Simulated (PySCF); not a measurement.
Ge(H)3(NHiPr), C3H11GeN, SMILES CC(C)[NH][GeH3] at its GFN2-xTB optimised geometry (Å):

```
16

Ge    -1.9132    -0.8267     0.0000
N     -0.1069    -0.8267     0.0000
C      0.7502    -0.4097    -1.1009
C      0.1856     0.8523    -1.7357
C      2.1602    -0.1587    -0.5670
H     -2.5718    -1.5445    -1.1549
H     -2.3951     0.5886     0.0000
H     -2.2880    -1.5039     1.2762
H      0.2991    -1.6264     0.4683
H      0.8084    -1.1941    -1.8758
H      0.8432     1.2081    -2.5248
H     -0.7960     0.6487    -2.1633
H      0.0824     1.6264    -0.9789
H      2.8171     0.1674    -1.3696
H      2.1305     0.6102     0.2011
H      2.5718    -1.0670    -0.1312
```

Method: B3LYP/def2-TZVP in PySCF. Cells within 0.4 Å of a nucleus heavier than hydrogen are left out (blank, or x).

Map of the electrostatic potential (hartree/e), clipped to [-0.08, 0.12] on the plane z = 0.0 Å:

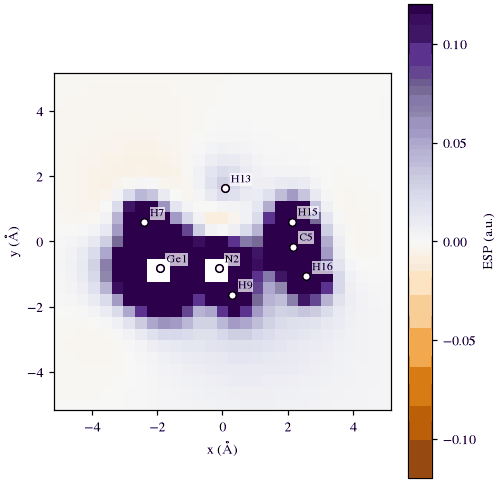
Figure. Electrostatic potential (hartree/e), clipped to [-0.08, 0.12] on the plane z = 0.0 Å.
